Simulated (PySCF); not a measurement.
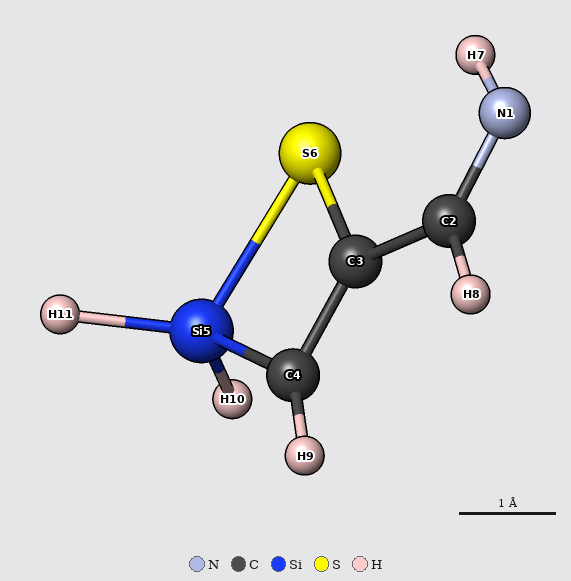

Fig. 1: The structure as given in the input (ball-and-stick view, seen at a tilt; atoms are numbered from 1 in the order of the input).

## What a change does: NMR shielding calculation on C₃H₅NSSi

System: C₃H₅NSSi.
Method of run 1: GIAO PBE0/pcSseg-2 NMR shielding, non-relativistic, gas phase (PySCF 2.14.0).

The geometry comes from this level: PBE0-D3(BJ)/def2-SVP. Text and figures count atoms from 1; the logs count them from 0 in places.

**Input, run 1**
```
{"job": {"kind": "nmr", "xc": "PBE0", "basis": "pcSseg-2", "pop": false}, "charge": 0, "multiplicity": 1}
N     -2.423878     0.583655     1.359043
C     -1.676918    -0.276714     0.802867
C     -0.316088    -0.060550     0.290190
C      0.500691    -0.951628    -0.322494
Si     1.888149     0.247510    -0.576747
S      0.460836     1.562207     0.433304
H     -1.938059     1.490000     1.412271
H     -2.054975    -1.305101     0.672073
H      0.249112    -1.994616    -0.523510
H      3.148812     0.027562     0.185663
H      2.197499     0.661895    -1.973899
```

The first line tells a small driver script what to run in PySCF; the rest is the geometry in Å.

Command:
```bash
OMP_NUM_THREADS=1 python <driver script> task.json out
```

Hardware: 1 CPU thread, shared host.

**Output (run 1)**
```
coarse grid: 10672 points
cycle   1  E = -859.3098295344  dE =  7.706e-01  |g| = 4.291e-01  |ddm| = 2.611e+00
cycle   2  E = -859.2609466545  dE =  4.888e-02  |g| = 6.419e-01  |ddm| = 1.128e+00
cycle   3  E = -859.3507032524  dE = -8.976e-02  |g| = 1.305e-01  |ddm| = 6.773e-01
cycle   4  E = -859.3542212537  dE = -3.518e-03  |g| = 4.717e-02  |ddm| = 1.379e-01
cycle   5  E = -859.3547286980  dE = -5.074e-04  |g| = 1.499e-02  |ddm| = 6.487e-02
cycle   6  E = -859.3547849927  dE = -5.629e-05  |g| = 5.964e-03  |ddm| = 2.066e-02
cycle   7  E = -859.3547934126  dE = -8.420e-06  |g| = 1.991e-03  |ddm| = 8.917e-03
final grid: 95152 points
cycle   8  E = -859.3664394634  dE = -4.944e-05  |g| = 9.320e-03  |ddm| = 3.843e-02
cycle   9  E = -859.3664129821  dE =  2.648e-05  |g| = 1.365e-02  |ddm| = 2.565e-02
cycle  10  E = -859.3664602953  dE = -4.731e-05  |g| = 1.330e-03  |ddm| = 1.749e-02
cycle  11  E = -859.3664606391  dE = -3.438e-07  |g| = 5.043e-04  |ddm| = 1.635e-03
cycle  12  E = -859.3664607015  dE = -6.243e-08  |g| = 1.434e-04  |ddm| = 6.019e-04
cycle  13  E = -859.3664607064  dE = -4.894e-09  |g| = 3.941e-05  |ddm| = 1.648e-04
cycle  14  E = -859.3664607068  dE = -3.779e-10  |g| = 8.117e-06  |ddm| = 4.627e-05
converged SCF energy = -859.3664607068

GIAO shielding tensors (ppm)
atom      isotropic    diamagn.    paramagn.     s11        s22        s33       span
  0 N     -100.070     315.654    -415.724   -418.357   -128.939    247.084    665.441
  1 C       10.394     248.541    -238.147   -102.591     25.748    108.024    210.614
  2 C        6.231     254.590    -248.360    -97.760     23.488     92.964    190.724
  3 C       54.476     257.559    -203.083    -36.578     45.905    154.102    190.680
  4 Si     376.178     878.256    -502.078    335.294    385.888    407.354     72.060
  5 S      579.491    1058.854    -479.363    305.932    627.396    805.144    499.213
  6 H       20.773      33.779     -13.005     10.353     22.795     29.172     18.819
  7 H       23.040      29.034      -5.994     20.996     21.896     26.228      5.231
  8 H       25.151      32.783      -7.632     23.708     24.517     27.228      3.520
  9 H       25.809      28.512      -2.703     22.899     24.080     30.449      7.550
 10 H       25.807      28.757      -2.950     22.893     24.103     30.425      7.531
```

The input of run 2 differs as follows (lines with − go, lines with + come):
```diff
-"xc": "PBE0"
+"xc": "B97-2"
```

How does run 2 compare with run 1?

The total energies belong to different methods, so their difference says nothing on which is more stable or more accurate. The HOMO goes from −6.95 to −6.71 eV. Of all shieldings, the largest change is that of N1, by +8.5 ppm. The functional changes from PBE0 to B97-2. The SCF takes 15 iterations against 14.

**Output (run 2)**
```
coarse grid: 10672 points
cycle   1  E = -859.7501618308  dE =  7.458e-01  |g| = 4.373e-01  |ddm| = 2.610e+00
cycle   2  E = -859.6898589361  dE =  6.030e-02  |g| = 6.824e-01  |ddm| = 1.199e+00
cycle   3  E = -859.7932750135  dE = -1.034e-01  |g| = 1.402e-01  |ddm| = 7.479e-01
cycle   4  E = -859.7975570495  dE = -4.282e-03  |g| = 4.716e-02  |ddm| = 1.453e-01
cycle   5  E = -859.7980460720  dE = -4.890e-04  |g| = 1.820e-02  |ddm| = 6.842e-02
cycle   6  E = -859.7981349963  dE = -8.892e-05  |g| = 5.689e-03  |ddm| = 2.304e-02
cycle   7  E = -859.7981424206  dE = -7.424e-06  |g| = 2.208e-03  |ddm| = 9.573e-03
final grid: 95152 points
cycle   8  E = -859.8069666890  dE = -7.089e-05  |g| = 5.738e-03  |ddm| = 5.499e-02
cycle   9  E = -859.8069542705  dE =  1.242e-05  |g| = 8.411e-03  |ddm| = 1.523e-02
cycle  10  E = -859.8069719276  dE = -1.766e-05  |g| = 1.741e-03  |ddm| = 1.084e-02
cycle  11  E = -859.8069725289  dE = -6.012e-07  |g| = 7.167e-04  |ddm| = 1.736e-03
cycle  12  E = -859.8069726706  dE = -1.418e-07  |g| = 1.114e-04  |ddm| = 8.473e-04
cycle  13  E = -859.8069726721  dE = -1.482e-09  |g| = 8.804e-05  |ddm| = 1.947e-04
cycle  14  E = -859.8069726739  dE = -1.744e-09  |g| = 1.326e-05  |ddm| = 6.666e-05
cycle  15  E = -859.8069726739  dE = -4.411e-11  |g| = 3.667e-06  |ddm| = 2.374e-05
converged SCF energy = -859.8069726739

GIAO shielding tensors (ppm)
atom      isotropic    diamagn.    paramagn.     s11        s22        s33       span
  0 N      -91.607     316.056    -407.663   -400.293   -119.677    245.150    645.443
  1 C       13.289     248.894    -235.605    -97.433     29.402    107.898    205.331
  2 C        8.739     255.078    -246.339    -92.107     25.866     92.458    184.565
  3 C       56.857     257.804    -200.947    -31.423     48.752    153.242    184.665
  4 Si     382.790     878.455    -495.665    343.550    392.739    412.080     68.531
  5 S      578.950    1059.507    -480.557    311.174    622.757    802.919    491.745
  6 H       21.025      33.889     -12.864     10.910     22.957     29.209     18.300
  7 H       23.219      29.115      -5.896     21.221     22.084     26.353      5.132
  8 H       25.312      32.921      -7.608     23.845     24.672     27.420      3.575
  9 H       26.027      28.684      -2.657     23.131     24.305     30.645      7.514
 10 H       26.025      28.952      -2.926     23.125     24.329     30.622      7.496
```

**The two runs side by side**

```csv
quantity,run 1,run 2
outcome,converged,converged
total energy (hartree),−859.366461,−859.806973
HOMO (eV),−6.95,−6.71
LUMO (eV),−2.06,−2.09
dipole moment (D),3.27,3.26
shielding of N1 (ppm),−100.1,−91.6
shielding of C2 (ppm),10.4,13.3
shielding of C3 (ppm),6.2,8.7
shielding of C4 (ppm),54.5,56.9
shielding of Si5 (ppm),376.2,382.8
shielding of S6 (ppm),579.5,579.0
shielding of H7 (ppm),20.8,21.0
SCF iterations,14,15
basis functions,300,300
wall time (shared host),43 s,46 s
```
